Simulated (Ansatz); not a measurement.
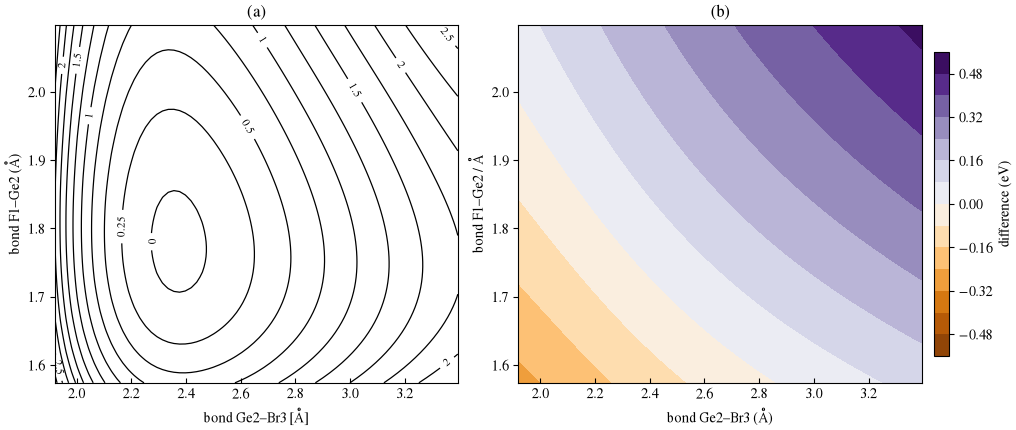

BrFGe, SMILES [F][Ge][Br]. Two internal coordinates are moved rigidly from the geometry relaxed at PBE0-D4/def2-TZVP, all others fixed. Coordinates scanned: (1) bond Ge2–Br3; (2) bond F1–Ge2. The scan uses a 7 × 7 grid. Points are written as (first, second). All energies are given in eV relative to each map's own lowest point. All numbers below come from Ansatz 0.2.0, RKS PBE-D4/def2-TZVPP.

Panel (a): Ansatz, RKS PBE-D4/def2-TZVPP. Panel (b): the map at RKS PBE0-D4/def2-TZVPP in Ansatz less the map of (a), each from its own lowest point.

Question: How does the change of method alter the landscape?

Answer: The difference runs from −0.26 eV at (1.920 Å, 1.574 Å) to 0.50 eV at (3.394 Å, 2.098 Å). The interpolated minimum moves from 2.3665 to 2.3414 Å in bond Ge2–Br3 and 1.7762 to 1.7484 Å in bond F1–Ge2.
